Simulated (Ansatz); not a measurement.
# Convergence test for HBr (Cmc2_1, 4 atoms in the cell)

HBr has the orthorhombic space group Cmc2₁ (No. 36), Pearson symbol oS8. Conventional cell: a = 6.1200 Å, b = 5.4400 Å, c = 5.6140 Å, α = β = γ = 90.00°. H on 4a is surrounded by 1 Br at 1.384 Å. Br on 4a sees 1 H at 1.384 Å. (Neighbours: up to the widest gap in distance over summed covalent radii, below 1.35, at either atom.)
(The calculation used a cell of 4 atoms; values per cell refer to that cell.)

Method: PBEsol, harder PAW files (source: ansatz) made with PBE (plane waves; Ansatz, a first-principles code).

The starting cell comes from a database of published, mostly measured structures (it also holds non-ambient and calculated ones), without a prior relaxation at this level. In the base run, forces exceed 1 eV/Å. Ansatz's pressure includes its estimate of the finite-basis (Pulay) stress.

Held fixed: kpoints.mp_grid.grid = 8 8 6; hamiltonian.xc = pbesol; hamiltonian.pseudopotentials = {kind: paw, source: ansatz}; scf.occupations.method = cold; scf.occupations.width = 0.02 Ry.

ΔF is the free energy per atom less that of the last row (117.6 Ry).

The first pressure column holds Ansatz's estimate of the finite-basis (Pulay) stress, which hides part of the cutoff error; the other is without it.

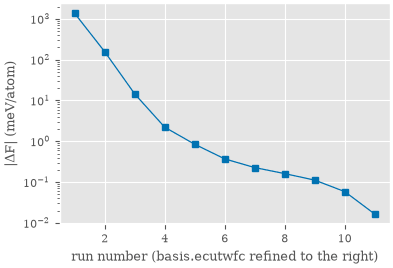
Fig. 1. Size of the energy error against the last run of the series; values under 0.01 meV/atom are drawn at 0.01.

```tsv
basis.ecutwfc	ΔF (meV/atom)	pressure (GPa)	largest force (eV/Å)	gap on the mesh (eV)	pressure at a fixed set of plane waves (GPa)	plane waves	iterations
23.5 Ry	1354.4	2.66	1.795	4.599	-47.65	1199	7
29.4 Ry	156.1	2.70	1.820	4.611	-5.47	1703	8
35.3 Ry	14.4	2.67	1.798	4.615	1.74	2227	7
41.2 Ry	2.2	2.66	1.788	4.616	2.57	2805	7
47 Ry	0.84	2.65	1.784	4.616	2.63	3437	7
52.9 Ry	0.37	2.65	1.783	4.616	2.64	4039	7
58.8 Ry	0.23	2.65	1.782	4.616	2.65	4747	7
67.6 Ry	0.16	2.65	1.782	4.616	2.65	5949	7
76.4 Ry	0.11	2.65	1.782	4.616	2.65	7119	7
88.2 Ry	0.06	2.65	1.781	4.616	2.65	8841	7
102.9 Ry	0.02	2.65	1.781	4.616	2.65	11141	7
117.6 Ry	0.00	2.65	1.781	4.616	2.65	13631	7
```

Pressure within 0.2 GPa of the last row: from basis.ecutwfc = 23.5 Ry on, the coarsest one. The value it settles on is 2.6 GPa at this level of theory and with the other settings as held.

Gap on the mesh within 0.01 eV of the last row: from basis.ecutwfc = 29.4 Ry on; the one before it is off by 0.017 eV. The value it settles on is 4.616 eV at this level of theory and with the other settings as held.

Gaps are taken between levels on the mesh.

Keys are those of Ansatz 0.2.
